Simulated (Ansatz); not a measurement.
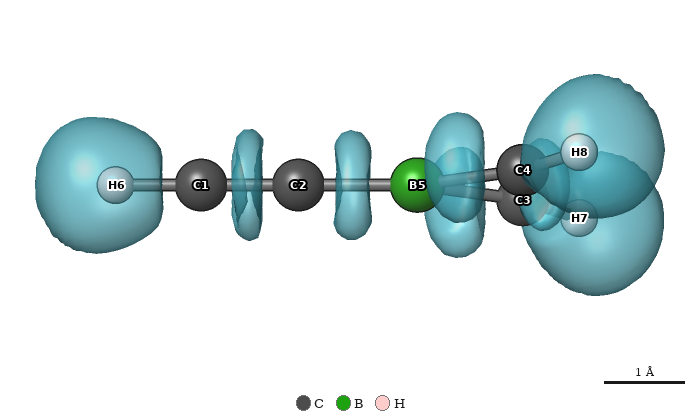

Figure. C4H3B. Isosurface of the ELF at 0.85 (cyan), seen from one side. Core shells and regions of very low density are left out.

Geometry: BLYP-D3(BJ)/def2-SVP.

All numbers below come from isolated molecule in a Gaussian basis; Kohn-Sham density functional theory, functional PBE0 (Ansatz).

Input

```
crystal:
  periodic: [false, false, false]
  atoms:
    - {symbol: C, position_ang: [-0.302292, 0.447370, 3.171700]}
    - {symbol: C, position_ang: [-0.045080, 0.569976, 1.975813]}
    - {symbol: C, position_ang: [0.870209, 0.253165, -0.771109]}
    - {symbol: C, position_ang: [0.226272, 1.451688, -0.786959]}
    - {symbol: B, position_ang: [0.269544, 0.719789, 0.514401]}
    - {symbol: H, position_ang: [-0.528136, 0.339813, 4.222400]}
    - {symbol: H, position_ang: [1.415954, -0.413141, -1.455178]}
    - {symbol: H, position_ang: [-0.020409, 2.260295, -1.490563]}
basis:
  gaussian:
    orbitals: def2-TZVPD
hamiltonian:
  xc: {name: PBE0}
output: {forces: true, orbitals: {seedname: orbitals}}
```

Run with:

```sh
ansatz run input.yaml --threads 1 --pin off --max-ram 2610MiB --events-out events.jsonl --progress --plain --runs-dir runs
```

Identify the bonds, lone pairs and shells in this picture.

At this value the surface marks out three regions between bonded B–C atoms (shared pairs), two regions between bonded C–C atoms (shared pairs) and three regions around hydrogen nuclei.

Values along the shortest contacts:
C–C (1.23 Å): the ELF peaks at about 0.90 between the atoms; a short, multiple covalent bond. C–B (1.49 Å): the ELF peaks at about 0.80 between the atoms: localised, covalent bonding.
